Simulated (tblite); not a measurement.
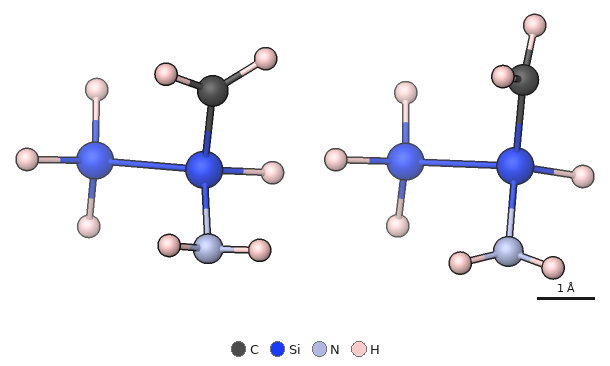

Two geometries of CH₈NSi₂ (multiplicity 2), drawn at one scale. One is the start of a relaxation, the other its converged end. A ball-and-stick model, seen from a free direction.

All numbers below come from GFN2-xTB geometry optimisation, gas phase in tblite 0.8.0. 

> Which of the two is the end point?

The right one is the relaxed one. The atom that moves furthest after the best rigid fit is an H atom (0.99 Å). By element the largest moves are H 0.99 Å, C 0.22 Å, Si 0.15 Å, N 0.11 Å. Some distances before and after: C–Si 1.792 → 1.830 Å, N–Si 1.696 → 1.733 Å, H–Si 1.501 → 1.464 Å, C–H 1.093 → 1.077 Å. Among the angles between lasting bonds that change: C–Si–N 106.2° → 117.2°, N–Si–Si 114.2° → 104.1°, Si–N–H 108.5° → 117.6°. Groups turn about C–Si by about 55°. After 76 geometry steps the energy has fallen by 0.441 eV. The run took 0.22 s on 1 thread of AMD EPYC 9R45 96-Core Processor (shared host).
